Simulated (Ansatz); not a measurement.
# CH₆Sn + HF: a complex and its separated parts, part 2 of 2

Ansatz 0.2.0, Gaussian basis. The steps go on from the part before.

### Step 13. CAM-B3LYP-D4/def2-TZVPP

The inputs:

parta/in.yaml

```yaml
crystal:
  periodic: [false, false, false]
  atoms:
    - {symbol: Sn, position_ang: [-0.876947, 0.618646, -0.346033]}
    - {symbol: C, position_ang: [0.017004, -1.323590, -0.267561]}
    - {symbol: H, position_ang: [-1.626611, 0.859383, -1.863214]}
    - {symbol: H, position_ang: [-2.055309, 0.773046, 0.882541]}
    - {symbol: H, position_ang: [0.314655, 1.823551, -0.122143]}
    - {symbol: H, position_ang: [-0.744968, -2.090081, -0.408851]}
    - {symbol: H, position_ang: [0.766690, -1.420215, -1.052860]}
    - {symbol: H, position_ang: [0.495848, -1.474085, 0.699972]}
basis:
  gaussian: {orbitals: def2-TZVPP}
hamiltonian: {xc: {name: CAM-B3LYP}, dispersion: d4}
```

partb/in.yaml

```yaml
crystal:
  periodic: [false, false, false]
  atoms:
    - {symbol: H, position_ang: [1.563224, 1.325583, 0.951018]}
    - {symbol: F, position_ang: [2.146312, 0.907859, 1.527132]}
basis:
  gaussian: {orbitals: def2-TZVPP}
hamiltonian: {xc: {name: CAM-B3LYP}, dispersion: d4}
```

One command serves all of them, each in its own folder.

The run is started by

```
ansatz run in.yaml --threads 4 --pin off --events-out ev --progress --plain --max-ram 9574MiB
```

Log of parta, cut to the lines that bear on the results:

```text
Functional definition: CAM-B3LYP
  name "CAM-B3LYP"
  cite "Yanai, Tew & Handy, Chem. Phys. Lett. 393, 51 (2004) doi:10.1016/j.cplett.2004.06.011"
  cite "Iikura, Tsuneda, Yanai & Hirao, J. Chem. Phys. 115, 3540 (2001) doi:10.1063/1.1383587"
  cite "Becke, Phys. Rev. A 38, 3098 (1988) doi:10.1103/PhysRevA.38.3098"
  cite "Lee, Yang & Parr, Phys. Rev. B 37, 785 (1988) doi:10.1103/PhysRevB.37.785"
[...]
  # Exact exchange under (alpha + beta erf(omega r))/r, Becke's under what is left of 1/r.
[...]
966 factors; their error is unknown
252 factors; integrals over basis functions are off by at most 1.2e-5 eV
[...]
mean field -6965.05341704 eV, -255.9609919936 hartree, gradient 3.9e-5 eV, S^2 0.000000; 0 other end points of the search recorded, 0 dependent functions left out
reference -6965.05355481 eV, -255.9609970565 hartree; 17, 17 occupied and 148, 148 virtual orbitals, 966 factors
Total energy: -6965.14972408 eV, -255.9645312120 hartree
```

Log of partb, cut to the lines that bear on the results:

```text
[... 6 set-up lines as earlier in the session ...]
[...]
  # Exact exchange under (alpha + beta erf(omega r))/r, Becke's under what is left of 1/r.
[...]
215 factors; their error is unknown
48 factors; integrals over basis functions are off by at most 4.9e-5 eV
[...]
mean field -2733.85902423 eV, -100.4674660644 hartree, gradient 6.2e-5 eV, S^2 0.000000; 0 other end points of the search recorded, 0 dependent functions left out
reference -2733.85906836 eV, -100.4674676861 hartree; 5, 5 occupied and 40, 40 virtual orbitals, 215 factors
Total energy: -2733.86050867 eV, -100.4675206165 hartree
```

They took 1.1 s (parta), 0.15 s (partb) on 4 threads of Arm Neoverse V2, shared host.

### Step 14. wB97X-V/def2-TZVPP

The same edit goes into each in.yaml of step 13 (parta, partb):

```diff
-hamiltonian: {xc: {name: CAM-B3LYP}, dispersion: d4}
+hamiltonian: {xc: {name: wB97X-V}}
```

One command serves all of them, each in its own folder.

The run is started by

```
ansatz run in.yaml --threads 4 --pin off --events-out ev --progress --plain --max-ram 9574MiB
```

Log of parta, cut to the lines that bear on the results:

```text
Functional definition: wB97X-V
  name "wB97X-V"
  cite "Mardirossian & Head-Gordon, Phys. Chem. Chem. Phys. 16, 9904 (2014) doi:10.1039/C3CP54374A"
[... 2 set-up lines as earlier in the session ...]
[...]
      + integral(e_c_pw_opposite_spin*poly(b97_u_opposite, cos0, cos1)) + vv10(b, c)
966 factors; their error is unknown
252 factors; integrals over basis functions are off by at most 8.2e-6 eV
[...]
mean field -6965.42259174 eV, -255.9745589134 hartree, gradient 2.4e-5 eV, S^2 0.000000; 0 other end points of the search recorded, 0 dependent functions left out
reference -6965.42258938 eV, -255.9745588267 hartree; 17, 17 occupied and 148, 148 virtual orbitals, 966 factors
Total energy: -6965.42258938 eV, -255.9745588267 hartree
```

Log of partb, cut to the lines that bear on the results:

```text
[... 5 set-up lines as earlier in the session ...]
[...]
      + integral(e_c_pw_opposite_spin*poly(b97_u_opposite, cos0, cos1)) + vv10(b, c)
215 factors; their error is unknown
48 factors; integrals over basis functions are off by at most 2.2e-5 eV
[...]
mean field -2733.49560589 eV, -100.4541106868 hartree, gradient 1.0e-5 eV, S^2 0.000000; 0 other end points of the search recorded, 0 dependent functions left out
reference -2733.49560530 eV, -100.4541106650 hartree; 5, 5 occupied and 40, 40 virtual orbitals, 215 factors
Total energy: -2733.49560530 eV, -100.4541106650 hartree
```

Times: 2.6 s (parta), 0.25 s (partb) on 4 threads of Arm Neoverse V2, shared host.

### Step 15. wB97M-V/def2-TZVPP

Each input of step 14 (parta, partb) changes in the same lines:

```diff
-hamiltonian: {xc: {name: wB97X-V}}
+hamiltonian: {xc: {name: wB97M-V}}
```

Each run has its own folder and the same command.

The run is started by

```
ansatz run in.yaml --threads 4 --pin off --events-out ev --progress --plain --max-ram 9574MiB
```

Output in parta, cut to the lines that bear on the results:

```text
Functional definition: wB97M-V
  name "wB97M-V"
  cite "Mardirossian & Head-Gordon, J. Chem. Phys. 144, 214110 (2016) doi:10.1063/1.4952647"
[... 2 set-up lines as earlier in the session ...]
  # Of w^i u^j: cxij and so on, Table III.
[...]
  gx(w, u) = 1 - cx + cx01*u + cx10*w
[...]
      + integral(e_c_pw_mod_opposite_spin*gos(b97_w_opposite, b97_u_opposite)) + vv10(b, c)
966 factors; their error is unknown
252 factors; integrals over basis functions are off by at most 8.2e-6 eV
[...]
mean field -6963.72962363 eV, -255.9123434831 hartree, gradient 4.6e-5 eV, S^2 0.000000; 0 other end points of the search recorded, 0 dependent functions left out
reference -6963.72968186 eV, -255.9123456230 hartree; 17, 17 occupied and 148, 148 virtual orbitals, 966 factors
Total energy: -6963.72968186 eV, -255.9123456230 hartree
```

partb printed, cut to the lines that bear on the results:

```text
[... 5 set-up lines as earlier in the session ...]
  # Of w^i u^j: cxij and so on, Table III.
[...]
  gx(w, u) = 1 - cx + cx01*u + cx10*w
[...]
      + integral(e_c_pw_mod_opposite_spin*gos(b97_w_opposite, b97_u_opposite)) + vv10(b, c)
215 factors; their error is unknown
48 factors; integrals over basis functions are off by at most 2.2e-5 eV
[...]
mean field -2733.67553193 eV, -100.4607228466 hartree, gradient 1.2e-5 eV, S^2 0.000000; 0 other end points of the search recorded, 0 dependent functions left out
reference -2733.67554660 eV, -100.4607233855 hartree; 5, 5 occupied and 40, 40 virtual orbitals, 215 factors
Total energy: -2733.67554660 eV, -100.4607233855 hartree
```

Times: 3 s (parta), 0.25 s (partb) on 4 threads of Arm Neoverse V2, shared host.

### Step 16. B2PLYP/def2-TZVPP

The same edit goes into each in.yaml of step 15 (parta, partb):

```diff
-hamiltonian: {xc: {name: wB97M-V}}
+hamiltonian: {xc: {name: B2PLYP}}
```

One command serves all of them, each in its own folder.

The run is started by

```
ansatz run in.yaml --threads 4 --pin off --events-out ev --progress --plain --max-ram 9574MiB
```

Log of parta, cut to the lines that bear on the results:

```text
Functional definition: B2PLYP
  name "B2PLYP"
  cite "Grimme, J. Chem. Phys. 124, 034108 (2006) doi:10.1063/1.2148954"
[... 2 set-up lines as earlier in the session ...]
[...]
1098 factors; integrals over basis functions are off by at most 1.0e-3 eV
[...]
mean field -6954.58189428 eV, -255.5761706299 hartree, gradient 4.8e-6 eV, S^2 0.000000; 0 other end points of the search recorded, 0 dependent functions left out
5 core orbitals not correlated: weight in the atoms' cores, before any rotation towards them, 1.000 or more for the frozen orbitals, at most 0.000 for the correlated occupied ones
reference -6954.58207016 eV, -255.5761770935 hartree; 12, 12 occupied and 148, 148 virtual orbitals, 1098 factors
second order -17.21638118 eV of doubles, -0.00000000 eV of singles
Total energy: -6959.23049308 eV, -255.7470034850 hartree
```

Output in partb, cut to the lines that bear on the results:

```text
[... 5 set-up lines as earlier in the session ...]
[...]
287 factors; integrals over basis functions are off by at most 1.0e-3 eV
[...]
mean field -2730.72526682 eV, -100.3523026036 hartree, gradient 1.4e-6 eV, S^2 0.000000; 0 other end points of the search recorded, 0 dependent functions left out
1 core orbitals not correlated: weight in the atoms' cores, before any rotation towards them, 1.000 or more for the frozen orbitals, at most 0.000 for the correlated occupied ones
reference -2730.72532352 eV, -100.3523046872 hartree; 4, 4 occupied and 40, 40 virtual orbitals, 287 factors
second order -8.59393375 eV of doubles, -0.00000000 eV of singles
Total energy: -2733.04568563 eV, -100.4375764221 hartree
```

They took 1.7 s (parta), 0.15 s (partb) on 4 threads of Arm Neoverse V2, shared host.

### Step 17. PBE-QIDH/def2-TZVPP

Each input of step 16 (parta, partb) changes in the same lines:

```diff
-hamiltonian: {xc: {name: B2PLYP}}
+hamiltonian: {xc: {name: PBE-QIDH}}
```

One command serves all of them, each in its own folder.

The run is started by

```
ansatz run in.yaml --threads 4 --pin off --events-out ev --progress --plain --max-ram 9574MiB
```

Log of parta, cut to the lines that bear on the results:

```text
Functional definition: PBE-QIDH
  name "PBE-QIDH"
  cite "Brémond, Sancho-García, Pérez-Jiménez & Adamo, J. Chem. Phys. 141, 031101 (2014) doi:10.1063/1.4890314"
[... 1 set-up line as earlier in the session ...]
[...]
1098 factors; integrals over basis functions are off by at most 1.0e-3 eV
[...]
mean field -6954.05274327 eV, -255.5567246888 hartree, gradient 3.1e-6 eV, S^2 0.000000; 0 other end points of the search recorded, 0 dependent functions left out
5 core orbitals not correlated: weight in the atoms' cores, before any rotation towards them, 1.000 or more for the frozen orbitals, at most 0.000 for the correlated occupied ones
reference -6954.05275731 eV, -255.5567252051 hartree; 12, 12 occupied and 148, 148 virtual orbitals, 1098 factors
second order -16.08676124 eV of doubles, -0.00000000 eV of singles
Total energy: -6959.41501106 eV, -255.7537843956 hartree
```

Output in partb, cut to the lines that bear on the results:

```text
[... 4 set-up lines as earlier in the session ...]
[...]
287 factors; integrals over basis functions are off by at most 1.0e-3 eV
[...]
mean field -2728.92255184 eV, -100.2860540498 hartree, gradient 3.8e-6 eV, S^2 0.000000; 0 other end points of the search recorded, 0 dependent functions left out
1 core orbitals not correlated: weight in the atoms' cores, before any rotation towards them, 1.000 or more for the frozen orbitals, at most 0.000 for the correlated occupied ones
reference -2728.92255519 eV, -100.2860541730 hartree; 4, 4 occupied and 40, 40 virtual orbitals, 287 factors
second order -8.07145137 eV of doubles, -0.00000000 eV of singles
Total energy: -2731.61303898 eV, -100.3849276287 hartree
```

They took 1.8 s (parta), 0.15 s (partb) on 4 threads of Arm Neoverse V2, shared host.

### Step 18. RPA on PBE/def2-TZVPP

Each input of step 17 (parta, partb) changes in the same lines:

```diff
-hamiltonian: {xc: {name: PBE-QIDH}}
+hamiltonian: {xc: pbe}
+correlation: {method: rpa}
```

One command serves all of them, each in its own folder.

The run is started by

```
ansatz run in.yaml --threads 4 --pin off --events-out ev --progress --plain --max-ram 9574MiB
```

Output in parta, cut to the lines that bear on the results:

```text
[... 4 set-up lines as earlier in the session ...]
[...]
1098 factors; integrals over basis functions are off by at most 1.0e-3 eV
[...]
mean field -6964.17430203 eV, -255.9286851128 hartree, gradient 3.1e-6 eV, S^2 0.000000; 0 other end points of the search recorded, 0 dependent functions left out
5 core orbitals not correlated: weight in the atoms' cores, before any rotation towards them, 1.000 or more for the frozen orbitals, at most 0.000 for the correlated occupied ones
reference -6929.90287120 eV, -254.6692332597 hartree; 12, 12 occupied and 148, 148 virtual orbitals, 1098 factors
Total energy: -6953.01131146 eV, -255.5184527758 hartree
```

Log of partb, cut to the lines that bear on the results:

```text
[... 4 set-up lines as earlier in the session ...]
[...]
287 factors; integrals over basis functions are off by at most 1.0e-3 eV
[...]
mean field -2731.84354823 eV, -100.3933986872 hartree, gradient 9.2e-7 eV, S^2 0.000000; 0 other end points of the search recorded, 0 dependent functions left out
1 core orbitals not correlated: weight in the atoms' cores, before any rotation towards them, 1.000 or more for the frozen orbitals, at most 0.000 for the correlated occupied ones
reference -2722.68132284 eV, -100.0566931148 hartree; 4, 4 occupied and 40, 40 virtual orbitals, 287 factors
Total energy: -2733.63265022 eV, -100.4591469728 hartree
```

They took 1.8 s (parta), 0.15 s (partb) on 4 threads of Arm Neoverse V2, shared host.

### Step 19. CCSD(T)/def2-TZVPP

Each input of step 18 (parta, partb) changes in the same lines:

```diff
-hamiltonian: {xc: pbe}
-correlation: {method: rpa}
+correlation: {method: ccsd_t}
```

One command serves all of them, each in its own folder.

The run is started by

```
ansatz run in.yaml --threads 4 --pin off --events-out ev --progress --plain --max-ram 9574MiB
```

Log of parta, cut to the lines that bear on the results:

```text
Functional definition: HF
  name "HF"
  cite "Fock, Z. Phys. 61, 126 (1930) doi:10.1007/BF01340294"
[... 1 set-up line as earlier in the session ...]
[...]
1098 factors; integrals over basis functions are off by at most 1.0e-3 eV
[...]
mean field -6930.75270149 eV, -254.7004639470 hartree, gradient 1.9e-6 eV, S^2 0.000000; 0 other end points of the search recorded, 0 dependent functions left out
5 core orbitals not correlated: weight in the atoms' cores, before any rotation towards them, 1.000 or more for the frozen orbitals, at most 0.000 for the correlated occupied ones
reference -6930.75270149 eV, -254.7004639470 hartree; 12, 12 occupied and 148, 148 virtual orbitals, 1098 factors
second order -14.37897024 eV of doubles, -0.00000000 eV of singles
cycle   1  -14.62776477 eV  change   -2.5e-1 eV  update   8.4e-2
[...]
cycle   8  -15.07520708 eV  change   -1.2e-5 eV  update   2.0e-5
perturbative correction -0.44359590 eV, -0.0163018486 hartree
Total energy: -6946.27150447 eV, -255.2707694373 hartree
```

Output in partb, cut to the lines that bear on the results:

```text
[... 4 set-up lines as earlier in the session ...]
[...]
287 factors; integrals over basis functions are off by at most 1.0e-3 eV
[...]
mean field -2722.91277526 eV, -100.0651988342 hartree, gradient 4.5e-6 eV, S^2 0.000000; 0 other end points of the search recorded, 0 dependent functions left out
1 core orbitals not correlated: weight in the atoms' cores, before any rotation towards them, 1.000 or more for the frozen orbitals, at most 0.000 for the correlated occupied ones
reference -2722.91277526 eV, -100.0651988342 hartree; 4, 4 occupied and 40, 40 virtual orbitals, 287 factors
second order -7.36479481 eV of doubles, -0.00000000 eV of singles
cycle   1  -7.29617268 eV  change    6.9e-2 eV  update   3.9e-2
[...]
cycle   8  -7.43084411 eV  change    6.0e-7 eV  update   3.3e-6
perturbative correction -0.17033169 eV, -0.0062595740 hartree
Total energy: -2730.51395106 eV, -100.3445368925 hartree
```

Times: 16 s (parta), 0.15 s (partb) on 4 threads of Arm Neoverse V2, shared host; peak memory 1.5 GiB.

### Step 20. Vibrations of CH₆Sn

File vib-parta/in.yaml:

```yaml
crystal:
  periodic: [false, false, false]
  atoms:
    - {symbol: Sn, position_ang: [-0.876947, 0.618646, -0.346033]}
    - {symbol: C, position_ang: [0.017004, -1.323590, -0.267561]}
    - {symbol: H, position_ang: [-1.626611, 0.859383, -1.863214]}
    - {symbol: H, position_ang: [-2.055309, 0.773046, 0.882541]}
    - {symbol: H, position_ang: [0.314655, 1.823551, -0.122143]}
    - {symbol: H, position_ang: [-0.744968, -2.090081, -0.408851]}
    - {symbol: H, position_ang: [0.766690, -1.420215, -1.052860]}
    - {symbol: H, position_ang: [0.495848, -1.474085, 0.699972]}
basis:
  gaussian: {orbitals: def2-TZVP}
hamiltonian: {xc: pbe0, dispersion: d4}
phonons: {temperatures: {t_min: 298.15, t_max: 900, t_step: 200}}
```

The run is started by

```
ansatz run in.yaml --threads 4 --pin off --events-out ev --progress --plain --max-ram 9574MiB
```

The program printed, cut to the lines that bear on the results:

```text
[... 5 set-up lines as earlier in the session ...]
[...]
905 factors; their error is unknown
[...]
mean field -6964.79544604 eV, -255.9515117339 hartree, gradient 6.6e-5 eV, S^2 0.000000; 0 other end points of the search recorded, 0 dependent functions left out
[...]
Atom 5 at    -0.744968    -2.090081    -0.408851 Å, force     0.000302     0.000513    -0.000013 eV/Å
Atom 6 at     0.766690    -1.420215    -1.052860 Å, force    -0.000054    -0.000160     0.000468 eV/Å
Atom 7 at     0.495848    -1.474085     0.699972 Å, force    -0.000021    -0.000104    -0.000438 eV/Å
Dipole moment:     0.068190    -0.148144     0.006003 e Å
Vibrations: 111.38 408.18 408.27 536.20 697.84 726.69 726.75 795.60 795.64 1228.56 1455.75 1455.79 1937.59 1937.66 1938.71 3069.73 3165.87 3165.91 cm⁻¹, zero-point energy 1.522657 eV
```

It took 29 s on 4 threads of Arm Neoverse V2, shared host.

The modes, with what each moves most:

```csv
mode,wavenumber (cm⁻¹),character
1,111,torsion
2,408,bend
3,408,bend
4,536,Sn–C stretch
5,698,bend
6,727,bend with torsion
7,727,bend with torsion
8,796,bend
9,796,bend
10,1229,bend
11,1456,bend
12,1456,bend
13,1938,Sn–H stretch
14,1938,Sn–H stretch
15,1939,Sn–H stretch
16,3070,C–H stretch
17,3166,C–H stretch
18,3166,C–H stretch
```

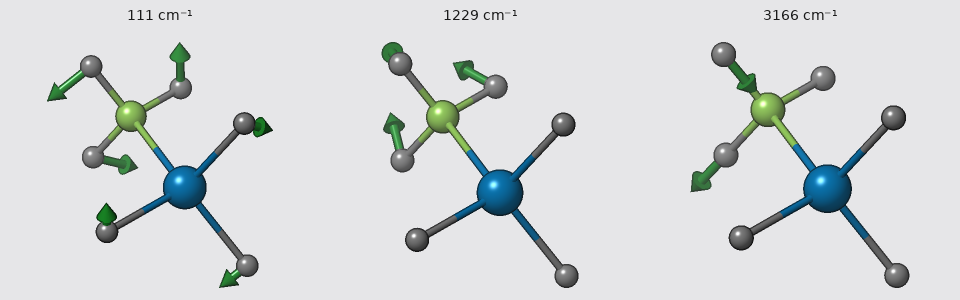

Displacements of 3 modes, as arrows.

Vibrational sums (real modes only):

```csv
T (K),entropy (J/mol/K),heat capacity (J/mol/K)
298,29.4,42.4
498,58.0,69.3
698,84.6,88.2
898,108.5,102.0
```

### Step 21. Vibrations of HF

File vib-partb/in.yaml:

```yaml
crystal:
  periodic: [false, false, false]
  atoms:
    - {symbol: H, position_ang: [1.563224, 1.325583, 0.951018]}
    - {symbol: F, position_ang: [2.146312, 0.907859, 1.527132]}
basis:
  gaussian: {orbitals: def2-TZVP}
hamiltonian: {xc: pbe0, dispersion: d4}
phonons: {temperatures: {t_min: 298.15, t_max: 900, t_step: 200}}
```

The run is started by

```
ansatz run in.yaml --threads 4 --pin off --events-out ev --progress --plain --max-ram 9574MiB
```

The program printed, cut to the lines that bear on the results:

```text
[... 5 set-up lines as earlier in the session ...]
[...]
200 factors; their error is unknown
[...]
mean field -2731.80169989 eV, -100.3918607891 hartree, gradient 6.9e-6 eV, S^2 0.000000; 0 other end points of the search recorded, 0 dependent functions left out
[...]
reference -2731.80150946 eV, -100.3918537909 hartree; 5, 5 occupied and 32, 32 virtual orbitals, 200 factors
Total energy: -2731.80322160 eV, -100.3919167110 hartree
Atom 0 at     1.563224     1.325583     0.951018 Å, force    -0.002209     0.001583    -0.002183 eV/Å
Atom 1 at     2.146312     0.907859     1.527132 Å, force     0.002209    -0.001583     0.002183 eV/Å
Dipole moment:    -0.254028     0.181986    -0.250990 e Å
Vibrations: 4153.74 cm⁻¹, zero-point energy 0.257499 eV
```

It took 0.7 s on 4 threads of Arm Neoverse V2, shared host.

The modes, with what each moves most:

```csv
mode,wavenumber (cm⁻¹),character
1,4154,F–H stretch
```

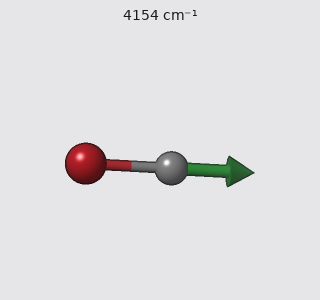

How the atoms move in 1 of the modes.

Vibrational sums (real modes only):

```csv
T (K),entropy (J/mol/K),heat capacity (J/mol/K)
298,0.0,0.0
498,0.0,0.0
698,0.0,0.1
898,0.1,0.5
```

### Step 22. Complex less separated parts

The complex's own energies come from single points at the same levels.

Rows are in def2-TZVPP; times add the 3 runs of a level on a shared host, so small differences are noise.

```csv
method,rung,complex less parts (kJ/mol),from CCSD(T) (kJ/mol),time
SPW92,LDA,-27.8,-16.5,1.4 s
PBE-D4,GGA,-19.4,-8.1,1.9 s
BLYP-D4,GGA,-17.1,-5.8,2.1 s
r2SCAN-D4,meta-GGA,-15.8,-4.5,4.1 s
B97M-V,meta-GGA,-15.3,-4.0,8 s
PBE0-D4,hybrid,-15.8,-4.5,2.6 s
B3LYP-D4,hybrid,-15.5,-4.2,2.6 s
r2SCAN0-D4,hybrid,-14.0,-2.7,4.6 s
BHLYP-D4,hybrid,-13.6,-2.3,2.4 s
CAM-B3LYP-D4,range-separated hybrid,-15.8,-4.5,2.8 s
wB97X-V,range-separated hybrid,-14.2,-2.9,7.2 s
wB97M-V,range-separated hybrid,-14.1,-2.8,7.7 s
B2PLYP,double hybrid,-11.6,-0.3,5 s
PBE-QIDH,double hybrid,-11.6,-0.3,5.1 s
RPA on PBE,RPA,-8.3,+3.0,5.2 s
Hartree-Fock,wavefunction,-0.5,+10.8,
MP2,wavefunction,-11.6,-0.3,
CCSD,wavefunction,-9.5,+1.8,
CCSD(T),wavefunction,-11.3,0,93 s
```

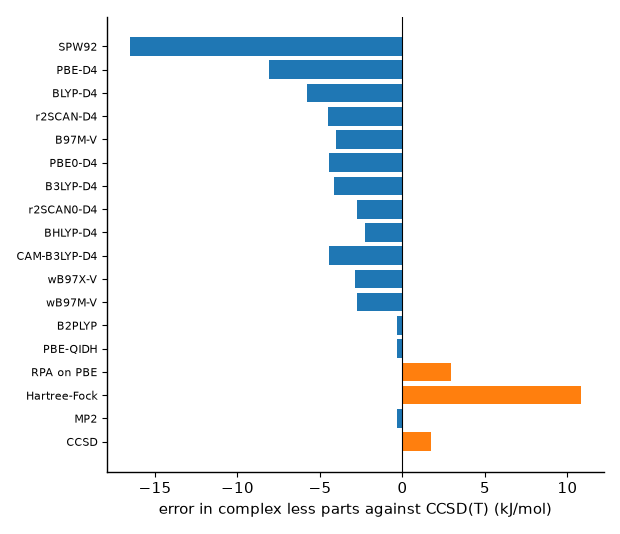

How far each level lands from CCSD(T).

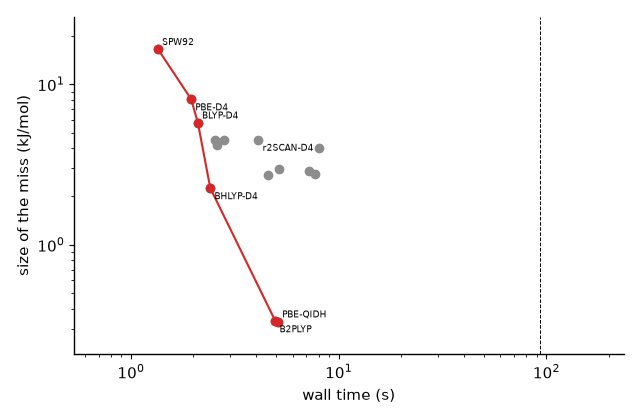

Miss against cost. Red marks the levels that no quicker level drawn beats (of those quicker than the yardstick), and the dashed line is the time of CCSD(T). Only those levels and the largest misses are named. Times are from a shared host.

PBE-QIDH reaches 0.3 kJ/mol from the reference in 5.1 s, where CCSD(T) took 93 s; the quickest level in the cost chart, SPW92, takes 1.4 s and misses by 16.5 kJ/mol.

The complex's zero-point energy, from a separate PBE0-D4 run, is 1.841 eV.

### Step 23. Results

The summary covers parts 1 to 2.

```
                              quantity         value
complex less parts, CCSD(T)/def2-TZVPP  -11.3 kJ/mol
                with zero-point energy   -5.4 kJ/mol
                 largest T1 diagnostic         0.012
```

At CCSD(T) the complex lies 11.3 kJ/mol below its parts. The functionals run from PBE-QIDH, off by -0.3 kJ/mol, to SPW92, off by -16.5 kJ/mol, against CCSD(T). B2PLYP is as near within the digits shown. Mean unsigned error by rung: LDA 16.5, GGA 6.9, meta-GGA 4.3, hybrid 3.4, range-separated hybrid 3.4, double hybrid 0.3 kJ/mol. PBE-D4 gives a relative energy 8.1 kJ/mol too low, an error of 71 % of the reference. No counterpoise was applied, and triple zeta lacks some correlation, so the CCSD(T) reference has a basis error of its own, and close matches with it are partly luck.
